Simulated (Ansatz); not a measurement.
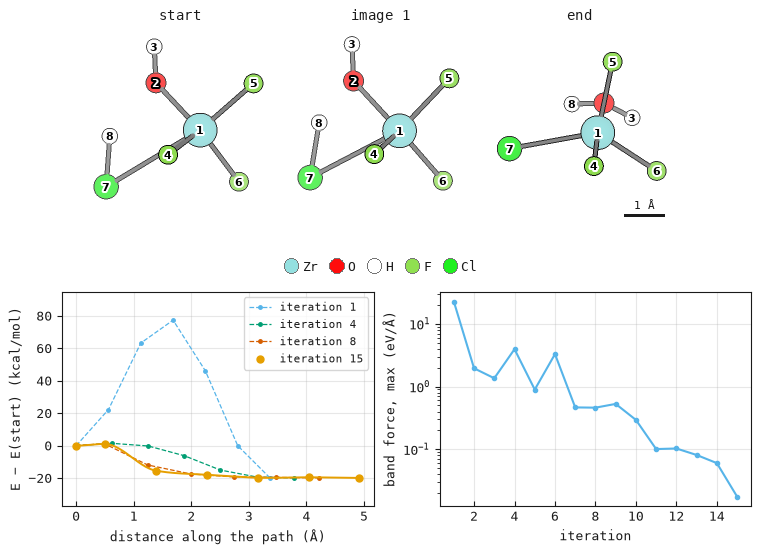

A nudged-elastic-band calculation for ZrH2OClF3. Images are numbered from 0 (start) to 6 (end). The plot follows the band through its iterations. Style: ball-and-stick. Shown at a tilt.

Theory: RKS B3LYP-D4/def2-SVP in Ansatz.

Input file:
```yaml
crystal:
  periodic: [false, false, false]
  atoms:
    - { symbol: Zr, position_ang: [-0.021358, -0.078315, 0.033811] }
    - { symbol: O, position_ang: [-0.182932, -0.158122, 2.003154] }
    - { symbol: H, position_ang: [-0.612083, 0.299768, 2.734587] }
    - { symbol: F, position_ang: [1.715932, 0.378185, -0.62104] }
    - { symbol: F, position_ang: [-1.066476, 1.456324, -0.388312] }
    - { symbol: F, position_ang: [-0.910751, -1.486419, -0.904811] }
    - { symbol: Cl, position_ang: [1.520537, -2.419575, 1.257904] }
    - { symbol: H, position_ang: [0.879529, -1.659648, 2.122206] }
basis:
  gaussian: { orbitals: def2-SVP }
hamiltonian:
  xc: b3lyp
  dispersion: d4
neb:
  order_check: false
  images: 5
  f_tol: 0.05
  max_iterations: 60
  initial_path: linear
  final_atoms:
    - { symbol: Zr, position_ang: [0.44589146, -0.23321394, -0.05079389] }
    - { symbol: O, position_ang: [-0.42895397, -0.50298722, 2.13735931] }
    - { symbol: H, position_ang: [-1.29745064, -0.92763596, 2.21096534] }
    - { symbol: F, position_ang: [1.0801698, -0.27040242, -1.84608231] }
    - { symbol: F, position_ang: [0.33068933, 1.64001648, 0.27502917] }
    - { symbol: F, position_ang: [-1.24049183, -1.11370552, -0.32263527] }
    - { symbol: Cl, position_ang: [2.27524012, -1.35203007, 1.03816404] }
    - { symbol: H, position_ang: [0.15730374, -0.90784335, 2.79549261] }
```

Launched with:
```bash
ansatz run input.yaml --threads 4 --pin off --max-ram 5120MiB --backend cpu --events-out ev --progress --plain --runs-dir out
```

How did the profile develop, and is the result final?

Answer. The run is converged, with reservations. The band converged in 15 iterations. The largest component of the band force went from 23 to 0.018 eV/Å. The climbing image converged on the top of the path. Its curvatures weren't checked. The straight starting path can push atoms close together and costs iterations. The first iteration put the highest image at 77.4 kcal/mol. Forward barrier 1.0 kcal/mol, backward barrier 20.9 kcal/mol, with image 1 at the top; the reaction energy is −19.9 kcal/mol.

Cost: 2.8 min on 4 threads of Arm Neoverse V1, on a shared host, peak memory 0.29 GiB.
